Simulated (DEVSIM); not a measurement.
Device: Al/Si3N4/p-Ge capacitor, at 300 K.

| layer (left to right) | material | thickness (nm) | Na (cm⁻³) |
|---|---|---|---|
| 1 | Si3N4 | 3.10 | - |
| 2 | Ge | 14000 | 1.8e15 |

Metal gate on the left, work function 4.1 eV. Fixed charge at the semiconductor interface 9.6e10 cm⁻² (in units of +e); no interface traps.

Constants are typed, rounded textbook-type inputs, not results; the design itself was drawn at random and stands for no fabricated device. Values at 300 K.

```tsv
parameter	Si3N4	Ge
gap (eV)	5.1	0.664
affinity (eV)	2.1	4
permittivity	7.5	16
Nc (cm⁻³)	-	1.04e19
Nv (cm⁻³)	-	6e18
```

Simulated with DEVSIM: 1D Poisson equation in equilibrium, Boltzmann statistics, complete ionisation; no quantum confinement or tunnelling. Metal contacts follow the ideal Schottky-Mott rule: no Fermi-level pinning, no interface dipoles.

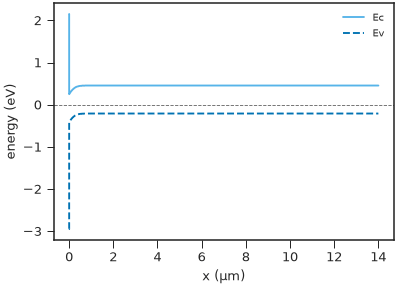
Figure. Band edges at -0.15 V on the gate

Energies count from the Fermi level of the right contact; mesh points crowd at the junctions.

```
x (μm)    Ec (eV)  Ev (eV)  n (cm⁻³)  p (cm⁻³)  field (V/cm)
--------  -------  -------  --------  --------  ------------
0.000       2.150   -2.950     < 1e2     < 1e2         -4400
0.001099    2.150   -2.950     < 1e2     < 1e2         -4400
0.002376    2.149   -2.951     < 1e2     < 1e2         -4400
0.003461    0.249   -0.415    6.8e14    6.4e11          8800
0.006757    0.252   -0.412    6.1e14    7.1e11          8700
0.01318     0.257   -0.407    4.9e14    8.8e11          8500
0.02817     0.270   -0.394    3.0e14    1.4e12          8100
0.08499     0.313   -0.351    5.8e13    7.5e12          6900
0.1958      0.376   -0.288    4.9e12    8.8e13          4700
0.4698      0.444   -0.220    3.6e11    1.2e15           870
1.094       0.454   -0.210    2.4e11    1.8e15           ≈ 0
3.458       0.454   -0.210    2.4e11    1.8e15           ≈ 0
7.891       0.454   -0.210    2.4e11    1.8e15           ≈ 0
11.38       0.454   -0.210    2.4e11    1.8e15           ≈ 0
13.18       0.454   -0.210    2.4e11    1.8e15           ≈ 0
13.65       0.454   -0.210    2.4e11    1.8e15           ≈ 0
13.86       0.454   -0.210    2.4e11    1.8e15           ≈ 0
13.94       0.454   -0.210    2.4e11    1.8e15           ≈ 0
13.98       0.454   -0.210    2.4e11    1.8e15           ≈ 0
14.00       0.454   -0.210    2.4e11    1.8e15           ≈ 0
14.00       0.454   -0.210    2.4e11    1.8e15           ≈ 0
14.00       0.454   -0.210    2.4e11    1.8e15           ≈ 0
```
